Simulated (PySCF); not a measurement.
```yaml
atoms:
  - { symbol: Sn, position_ang: [0.0000, 0.0000, -0.5212] }
  - { symbol: P, position_ang: [0.0000, 0.0000, 2.0178] }
```

Core potentials replace the inner electrons of Sn.

The calculation used PBE0/def2-SVPD, non-relativistic Hamiltonian with scalar-relativistic core potentials where named, at a bond length of 2.539 Å (PySCF).

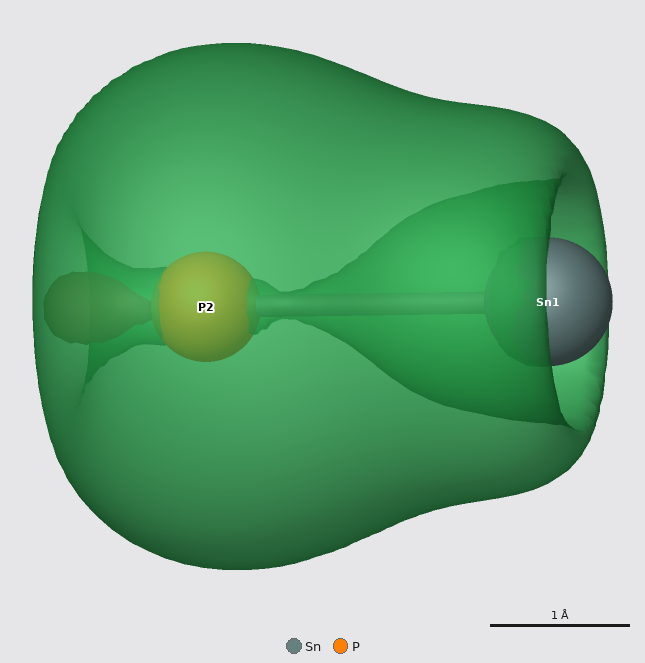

SnP (charge +1, triplet). Isosurfaces of the spin density (α minus β) at +0.015 (green) and −0.015 e/Å³ (red), seen from one side.

**Which atoms carry the spin?**

The unpaired spin (2 electrons) lies mostly on P2 (about 1.6) and Sn1 (about 0.4), in electrons by Hirshfeld's partition.
